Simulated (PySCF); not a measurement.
Be(Br)(SiH3), SMILES [SiH3][Be][Br] (H3BeBrSi) at its CAM-B3LYP/def2-SVP optimised geometry (Å):

```
6

Be     0.3789     0.2013     0.0000
Br     2.3389     0.2013     0.0000
Si    -1.7865     0.2036     0.0031
H     -2.3333     0.6134     1.3308
H     -2.3389    -1.1490    -0.3052
H     -2.3367     1.1490    -1.0135
```

Method: CAM-B3LYP/def2-TZVP (PySCF). Cells within 0.4 Å of a nucleus heavier than hydrogen are left out (blank, or x).

Map of the Laplacian of the electron density (e/bohr⁵), clipped to [-1.50, 1.50] on the plane z = 0.0 Å:

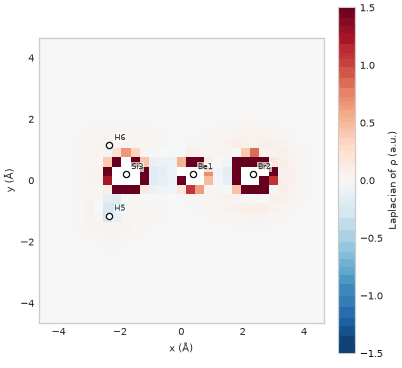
Figure: Laplacian of the electron density (e/bohr⁵), clipped to [-1.50, 1.50] on the plane z = 0.0 Å.
